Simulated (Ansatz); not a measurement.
BNH4OBrCl: several calculations on one system

### Relaxation

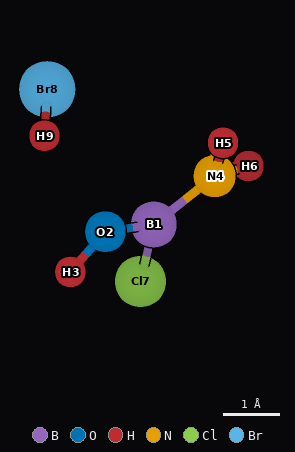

Starting structure of BNH4OBrCl. Style: ball-and-stick. Shown at a tilt.

The run prepares an end point of a later path (reaction) calculation, from a guessed geometry.

Computed with Ansatz 0.2.0, RKS PBE-D4/def2-SVP.

Input
```yaml
crystal:
  periodic: [false, false, false]
  atoms:
    - { symbol: B, position_ang: [-0.024607, -0.175552, 0.010641] }
    - { symbol: O, position_ang: [-0.033175, -0.546535, 1.358073] }
    - { symbol: H, position_ang: [-0.945738, -0.675327, 1.671737] }
    - { symbol: "N", position_ang: [1.185937, -0.101584, -0.688581] }
    - { symbol: H, position_ang: [2.083355, -0.246784, -0.22794] }
    - { symbol: H, position_ang: [1.243495, 0.240415, -1.644771] }
    - { symbol: Cl, position_ang: [-1.580819, 0.107376, -0.835339] }
    - { symbol: Br, position_ang: [0.348642, 2.87536, 1.068901] }
    - { symbol: H, position_ang: [0.30531, 1.57833, 1.832079] }
basis:
  gaussian: { orbitals: def2-SVP }
hamiltonian:
  xc: pbe
  dispersion: d4
relax:
  f_tol: 0.03
  max_steps: 50
output:
  orbitals: {}
```

Run as
```bash
ansatz run input.yaml --threads 4 --pin off --max-ram 5120MiB --backend cpu --events-out ev --progress --plain --runs-dir out
```

Question: What does the optimiser find from here?

Answer: The largest move after the best rigid fit is that of Cl7, 1.75 Å. Largest moves by element: Cl 1.75 Å, Br 1.52 Å, H 1.29 Å, O 0.92 Å, N 0.36 Å, B 0.24 Å. Some distances before and after: Br8–H9 1.506 → 1.466 Å, B1–O2 1.398 → 1.388 Å. Among the angles between lasting bonds that change: B1–O2–H3 110.6° → 113.1°. The energy falls by 5.56 kcal/mol in 18 accepted moves (19 points after the start). The largest force component goes from 0.95 to 0.026 eV/Å. The line search rejected the trial step at point 5 of the run.

The structure at the end:

```xyz
9

B    -0.1620   -0.3132   -0.1260
O    -0.5248    0.1887    1.1163
H    -1.3345   -0.2187    1.4707
N     0.9720    0.1803   -0.7777
H     1.5473    0.9193   -0.3668
H     1.2752   -0.1561   -1.6887
Cl   -1.1753   -1.5958   -0.8652
Br    1.5142    2.5315    1.9850
H     0.4704    1.5196    1.7972
```

After the run, drawn alike:

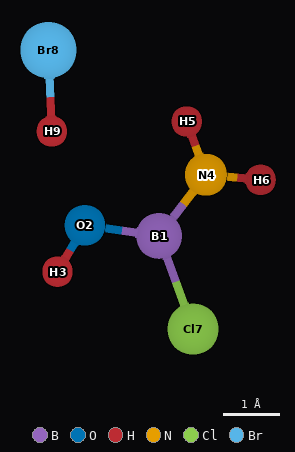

Limits of the set-up: the start holds two separate molecules, 2.2 Å apart at their closest, whose relative position is a soft coordinate.

### Relaxation

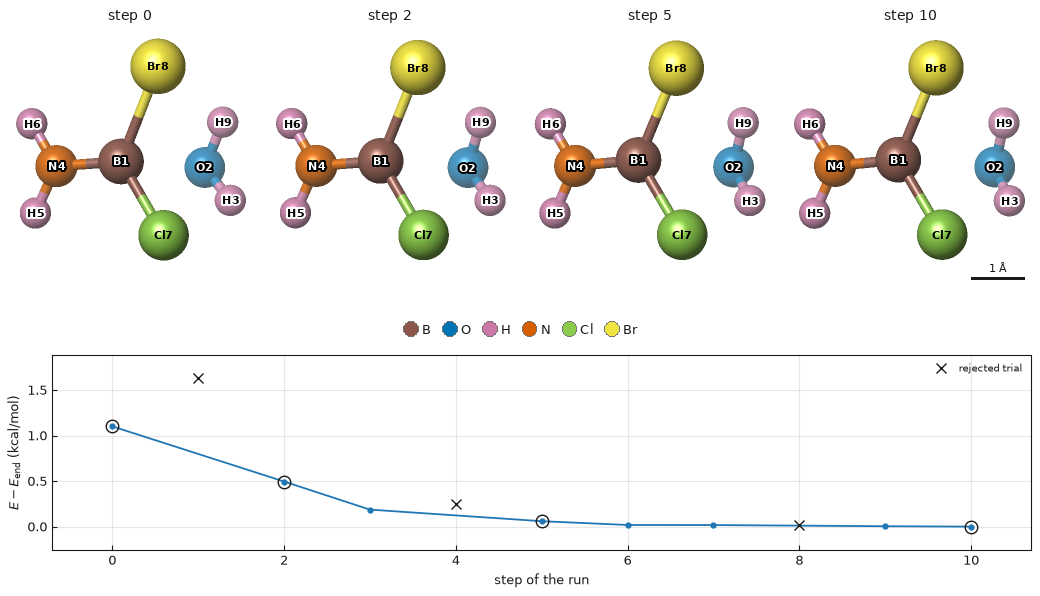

Frames of a relaxation of BNH4OBrCl, marked on the history of the run. A ball-and-stick model, seen at a tilt.

The run prepares an end point of a later path (reaction) calculation, from a guessed geometry.

Method: RKS PBE-D4/def2-SVP in Ansatz. Set-up: no spin polarisation; force threshold 0.03 eV/Å; at most 50 steps.

### What happens along the run?

Over 7 accepted moves (10 points after the start) the energy falls by 1.10 kcal/mol. Largest force component: 0.78 eV/Å at the start, 0.0017 eV/Å at the end. The line search rejected the trial steps at points 1, 4, 8 of the run. The largest move after the best rigid fit is that of O2, 0.23 Å. Largest moves by element: O 0.23 Å, B 0.09 Å, Br 0.05 Å, H 0.05 Å, N 0.04 Å, Cl 0.03 Å. Near-neighbour distances that change, for instance: B1–Br8 2.016 → 1.949 Å, O2–H9 0.990 → 0.977 Å. From step 0 to 2: O2 moves most (0.08 Å), energy −0.61 kcal/mol. From step 2 to 5: O2 moves most (0.13 Å), energy −0.44 kcal/mol. From step 5 to 10: O2 moves most (0.02 Å), energy −0.06 kcal/mol.

Limits of the set-up: the start holds two separate molecules, 2.6 Å apart at their closest, whose relative position is a soft coordinate.

### Path

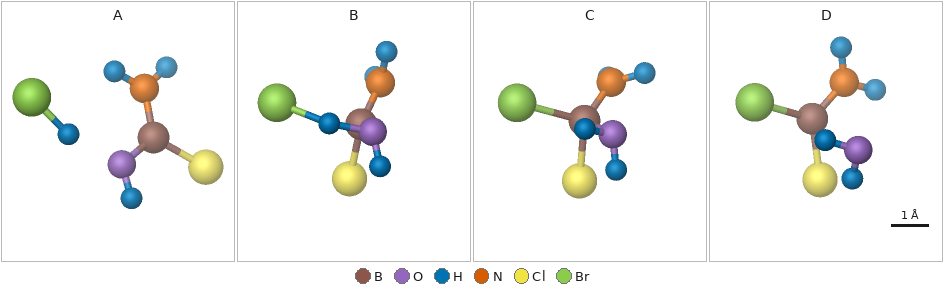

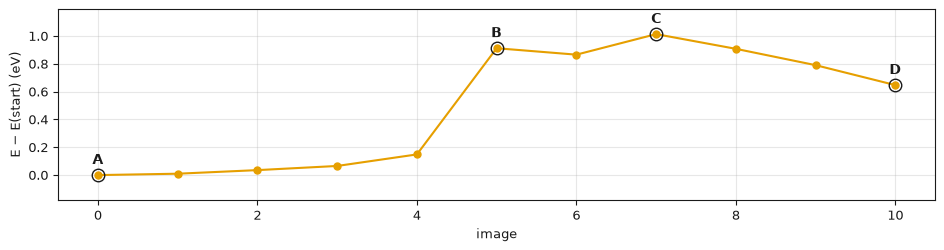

A nudged-elastic-band calculation for BNH$_{4}$OBrCl. Images are numbered from 0 (start) to 10 (end). Frames A to D are images 0, 5, 7, 10. A ball-and-stick model, seen at a tilt.

Method: Ansatz 0.2.0, RKS PBE-D4/def2-SVP. Set-up: 9 movable images; climbing image; force threshold 0.05 eV/Å; iteration limit 60; starting path through a guess of the saddle point.

What happens along the path, and what is the barrier?

The path has more than one stage, and so few images may leave a stage unresolved. Breaking: B–O (1.39 → 2.92 Å), Br–H (1.47 → 2.77 Å). Forming: B–Br (3.92 → 1.95 Å), H–O (1.80 → 0.98 Å). The highest point, image 7, lies 1.01 eV above the start and 0.37 eV above the end; the end is at +0.65 eV relative to the start. The profile has 2 maxima (images 5, 7) with a dip at image 6 (+0.87 eV), so the process runs in steps. The band converged in 21 iterations. The largest component of the band force went from 100 to 0.03 eV/Å. The climbing image converged on the top of the path. Its vibrational analysis gives one imaginary mode (297i cm⁻¹), as a transition state must have.
